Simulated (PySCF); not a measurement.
# [Ce(NO2)]3+: how settings move a single point

Which settings matter for [Ce(NO2)]3+? Each run alters one on purpose. The species was built from a template and needn't be a known compound.

Computed with PySCF 2.14.0. Level: TPSS, Ce lcecp-2-SVP with ECP46, O def2-SVP, N def2-SVP; scalar-relativistic core potentials, no spin–orbit coupling.

5 further runs of the same task are left out: 2 for a known fault of the program, 2 that didn't finish, 1 set aside as unsound or not needed. Runs told in other sessions of the task aren't counted.

## 1. Starting geometry

4 atoms, charge 3, spin multiplicity 1.

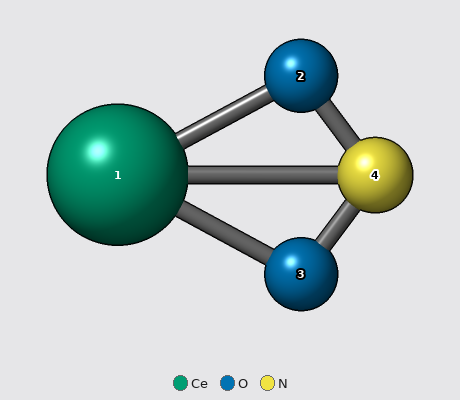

The geometry (cerium teal, oxygen blue, nitrogen yellow); atoms are numbered from 1 in the order of the file.

Coordinates:

```
Ce    0.0000    0.0000   -0.4375
O     1.0479    0.0000    1.4953
O    -1.0479    0.0000    1.4953
N     0.0000    0.0000    2.2745
```

Formal oxidation states: Ce +4. The 4f shell is empty and lies in the core potential. An earlier session relaxed this geometry at TPSS, Ce lcecp-2-SVP with ECP46, O def2-SVP, N def2-SVP (singlet, point group C2v).

The sound run used a (50, 194) grid (finer on f atoms), a threshold of 1e-8 and at most 55 cycles, and ended at -242.047501 Eh.

## 2. Altered run 1

The input, run.py (the lines that set the calculation):

```python
mol = gto.M(atom='''
Ce     0.00000     0.00000    -0.43754
O      1.04787     0.00000     1.49535
O     -1.04787     0.00000     1.49535
N      0.00000     0.00000     2.27454''',
    basis={'Ce': 'lcecp-2-SVP', 'O': 'def2-SVP', 'N': 'def2-SVP'},
    ecp={'Ce': 'lcecp-2-SVP'},
    charge=3, spin=0)
mf = dft.RKS(mol, xc='TPSS')
mf.grids.atom_grid = (50, 194)  # f atoms: unpruned, at least (60, 302)
mf = mf.density_fit()  # fitting sets: Ce AutoAux, O def2-universal-JKFIT, N def2-universal-JKFIT
mf.conv_tol = 1e-08; mf.max_cycle = 55
mf.kernel(dm0)  # dm0: smeared density
```

Command:

```bash
$ OMP_NUM_THREADS=2 python run.py
```

The program printed:

```text
init E= -241.973714256274
cycle= 1 E= -242.016558537564  delta_E= -0.0428  |g|= 0.288  |ddm|= 0.543
cycle= 2 E= -238.901949543412  delta_E= 3.11  |g|= 3.29  |ddm|=  3.2
cycle= 3 E= -242.016697470225  delta_E= -3.11  |g|= 0.339  |ddm|=  2.8
cycle= 4 E= -242.038962738279  delta_E= -0.0223  |g|= 0.17  |ddm|= 0.26
cycle= 5 E= -242.04684585209  delta_E= -0.00788  |g|= 0.044  |ddm|= 0.164
cycle= 6 E= -242.047500209926  delta_E= -0.000654  |g|= 0.00186  |ddm|= 0.0598
cycle= 7 E= -242.047501262195  delta_E= -1.05e-06  |g|= 0.000473  |ddm|= 0.00288
cycle= 8 E= -242.047501316183  delta_E= -5.4e-08  |g|= 8.5e-05  |ddm|= 0.000553
cycle= 9 E= -242.047501318063  delta_E= -1.88e-09  |g|= 2.81e-05  |ddm|= 6.55e-05
Extra cycle  E= -242.047501313569  delta_E= 4.49e-09  |g|= 0.000118  |ddm|= 0.000199
converged SCF energy = -242.047501313569
```

Run time: 3.1 s. Hardware: 2 threads of Arm Neoverse V1, shared host.

Changed: the starting guess (smeared density). It converges in 9 cycles, at the sound run's energy within 0.001 eV, with a largest force component of 0.00 eV/Å. The result survives the change.

## 3. Altered run 2

run.py (the lines that set the calculation), as its differences from that of step 2:

```diff
@@ -9,5 +9,5 @@
 mf = dft.RKS(mol, xc='TPSS')
-mf.grids.atom_grid = (50, 194)  # f atoms: unpruned, at least (60, 302)
+mf.grids.atom_grid = (30, 86)  # f atoms: unpruned
 mf = mf.density_fit()  # fitting sets: Ce AutoAux, O def2-universal-JKFIT, N def2-universal-JKFIT
 mf.conv_tol = 1e-08; mf.max_cycle = 55
-mf.kernel(dm0)  # dm0: smeared density
+mf.kernel(dm0)  # dm0: free metal ions and neutral atoms
```

Command:

```bash
$ OMP_NUM_THREADS=2 python run.py
```

The program printed:

```text
init E= -237.452905193311
cycle= 1 E= -240.960311793486  delta_E= -3.51  |g|= 2.24  |ddm|= 2.61
cycle= 2 E= -222.64799966121  delta_E= 18.3  |g|=  5.7  |ddm|= 6.05
cycle= 3 E= -241.584381169928  delta_E= -18.9  |g|=  1.2  |ddm|= 5.78
cycle= 4 E= -238.36804366071  delta_E= 3.22  |g|= 3.38  |ddm|= 3.77
cycle= 5 E= -242.034555156152  delta_E= -3.67  |g|= 0.225  |ddm|= 3.03
cycle= 6 E= -242.02211147724  delta_E= 0.0124  |g|= 0.27  |ddm|= 0.406
cycle= 7 E= -242.041954133916  delta_E= -0.0198  |g|= 0.112  |ddm|= 0.223
cycle= 8 E= -242.04623598866  delta_E= -0.00428  |g|= 0.00948  |ddm|= 0.143
cycle= 9 E= -242.046258275062  delta_E= -2.23e-05  |g|= 0.000822  |ddm|= 0.0105
cycle= 10 E= -242.046258442398  delta_E= -1.67e-07  |g|= 0.000466  |ddm|= 0.0023
cycle= 11 E= -242.046258521198  delta_E= -7.88e-08  |g|= 2.94e-05  |ddm|= 0.000773
cycle= 12 E= -242.046258521453  delta_E= -2.55e-10  |g|= 5.43e-06  |ddm|= 4.23e-05
Extra cycle  E= -242.046258521342  delta_E= 1.11e-10  |g|= 1.97e-05  |ddm|= 2.85e-05
converged SCF energy = -242.046258521342
```

It took 2.5 s on 2 threads of Arm Neoverse V1, shared host.

Changed: the integration grid, to (30, 86). It converges in 12 cycles, +0.034 eV from the sound run, with a largest force component of 0.17 eV/Å. The setting is unsound, so these numbers aren't the compound's.

## 4. Altered run 3

The input, run.py (the lines that set the calculation):

```python
mol = gto.M(atom='''
Ce     0.00000     0.00000    -0.45942
O      1.10027     0.00000     1.57012
O     -1.10027     0.00000     1.57012
N      0.00000     0.00000     2.38827''',
    basis={'Ce': 'lcecp-2-SVP', 'O': 'def2-SVP', 'N': 'def2-SVP'},
    ecp={'Ce': 'lcecp-2-SVP'},
    charge=3, spin=0)
mf = dft.RKS(mol, xc='TPSS')
mf.grids.atom_grid = (50, 194)  # f atoms: unpruned, at least (60, 302)
mf = mf.density_fit()  # fitting sets: Ce AutoAux, O def2-universal-JKFIT, N def2-universal-JKFIT
mf.conv_tol = 1e-08; mf.max_cycle = 55
mf.kernel(dm0)  # dm0: free metal ions and neutral atoms
```

Command:

```bash
$ OMP_NUM_THREADS=2 python run.py
```

The program printed:

```text
init E= -237.281161009065
cycle= 1 E= -240.811084247074  delta_E= -3.53  |g|= 2.36  |ddm|=  2.5
cycle= 2 E= -221.134821754119  delta_E= 19.7  |g|=  5.6  |ddm|= 6.12
cycle= 3 E= -241.512358824507  delta_E= -20.4  |g|= 1.21  |ddm|= 5.83
cycle= 4 E= -234.253636742731  delta_E= 7.26  |g|= 4.99  |ddm|= 4.53
cycle= 5 E= -241.537525146229  delta_E= -7.28  |g|= 1.34  |ddm|= 3.09
cycle= 6 E= -241.999903489125  delta_E= -0.462  |g|= 0.356  |ddm|= 1.16
cycle= 7 E= -241.992027313558  delta_E= 0.00788  |g|= 0.361  |ddm|= 0.352
cycle= 8 E= -242.034951135772  delta_E= -0.0429  |g|= 0.0541  |ddm|= 0.444
cycle= 9 E= -242.035681139305  delta_E= -0.00073  |g|= 0.0118  |ddm|= 0.0602
cycle= 10 E= -242.035715322624  delta_E= -3.42e-05  |g|= 0.00155  |ddm|= 0.0136
cycle= 11 E= -242.035715830794  delta_E= -5.08e-07  |g|= 0.000504  |ddm|= 0.001
cycle= 12 E= -242.035715923306  delta_E= -9.25e-08  |g|= 6.17e-05  |ddm|= 0.000742
cycle= 13 E= -242.035715924682  delta_E= -1.38e-09  |g|= 3.16e-06  |ddm|= 8.36e-05
Extra cycle  E= -242.035715924659  delta_E= 2.32e-11  |g|= 8.88e-06  |ddm|= 1.31e-05
converged SCF energy = -242.035715924659
```

It took 3.6 s on 2 threads of Arm Neoverse V1, shared host.

Changed: the scale of all coordinates (1.05). It converges in 13 cycles, +0.321 eV from the sound run, with a largest force component of 2.65 eV/Å. The setting is unsound, so these numbers aren't the compound's.

## 5. Results

| run | changed | ending | energy change (eV) | cycles | time | usable |
| --- | --- | --- | --- | --- | --- | --- |
| 1 | the starting guess | converged | 0.000 | 9 | 3.1 s | yes |
| 2 | the integration grid | converged | +0.034 | 12 | 2.5 s | no |
| 3 | the scale of all coordinates | converged | +0.321 | 13 | 3.6 s | no |

1 of 3 altered runs gives a usable result. 2 ended normally with numbers unfit to quote.
